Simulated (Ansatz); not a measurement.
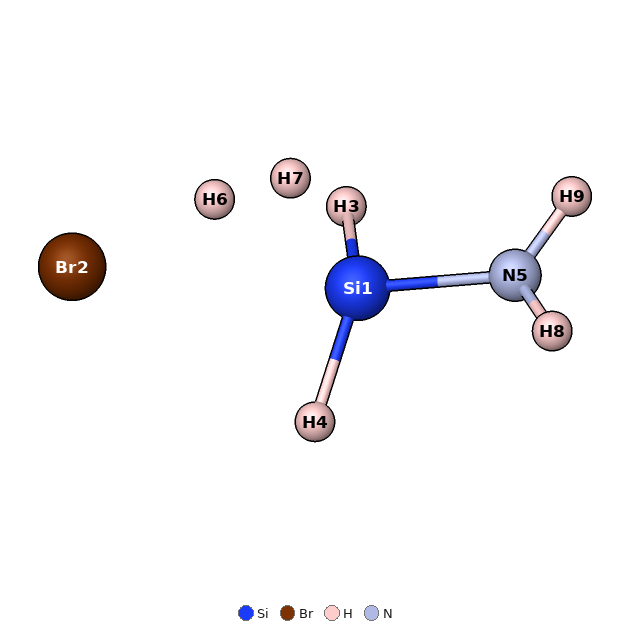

Sticks follow a distance rule. Harmonic vibrations computed with RKS PBE0-D4/def2-SVP (Ansatz 0.2.0) at a stationary point of the same level.

> How many imaginary frequencies does it have?

A first-order saddle point: one imaginary frequency, 806i cm⁻¹.

> How many vibrational modes are there, and where do they lie?

21 modes: 806i, 151, 167, 239, 425, 487, 567, 691, 722, 728, 833, 896, 914, 1152, 1370, 1540, 2168, 2326, 2383, 3605, 3712 cm⁻¹.
